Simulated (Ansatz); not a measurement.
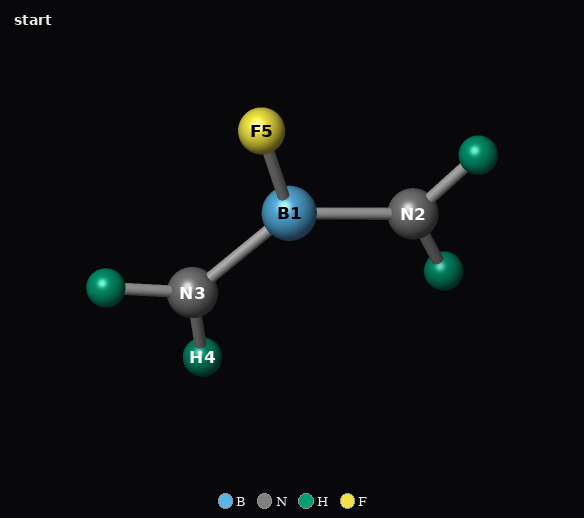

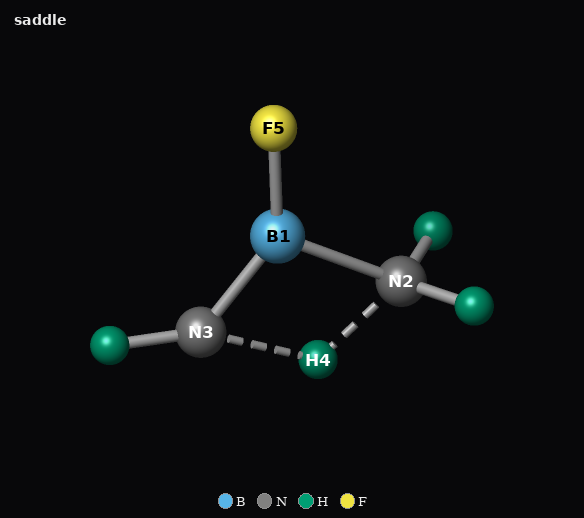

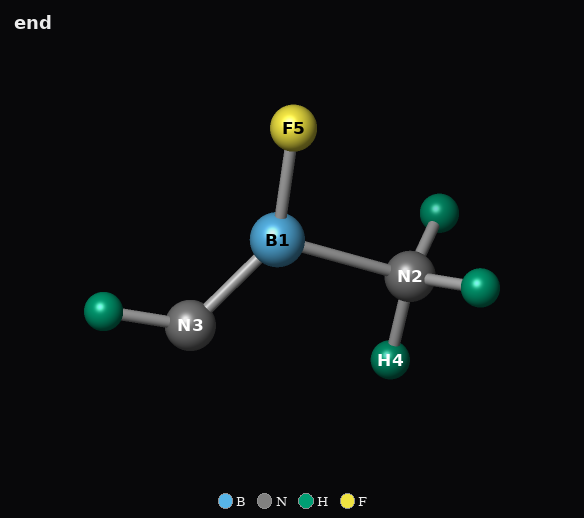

A saddle point and the two end points reached downhill from it. Broken sticks mark bonds that form or break. Charge 0, singlet. Geometries: PBE0-D4/def2-TZVP; all other levels are single points on them, and energies count from the start as drawn. Program: Ansatz 0.2.0. In CBS estimates cores are frozen, and CCSD(T) − MP2 is taken in the smaller basis.

Which bonds form and which break from start to end?

Answer. Formed: N2–H4; broken: N3–H4. At the saddle point N2···H4 is 1.23 Å, N3···H4 is 1.40 Å.

Give the electronic barrier and the reaction energy from start to end in eV (no zero-point energy) with CCSD(T)/CBS (MP2 limit from def2-TZVPP and def2-QZVPP plus CCSD(T) − MP2); PBE-D4/def2-SVP; SPW92 (LDA)/def2-SVP; direct RPA on PBE orbitals (frozen core)/def2-TZVPP; r2SCAN-D4/def2-TZVPP; B97M-V/def2-TZVPP.

```json
{"level": "CCSD(T)/CBS (MP2 limit from def2-TZVPP and def2-QZVPP plus CCSD(T) − MP2)", "barrier": "2.711", "reaction energy": "+2.104"}
{"level": "PBE-D4/def2-SVP", "barrier": "2.276", "reaction energy": "+2.011"}
{"level": "SPW92 (LDA)/def2-SVP", "barrier": "2.139", "reaction energy": "+2.061"}
{"level": "direct RPA on PBE orbitals (frozen core)/def2-TZVPP", "barrier": "2.635", "reaction energy": "+2.023"}
{"level": "r2SCAN-D4/def2-TZVPP", "barrier": "2.604", "reaction energy": "+2.108"}
{"level": "B97M-V/def2-TZVPP", "barrier": "2.729", "reaction energy": "+2.117"}
```
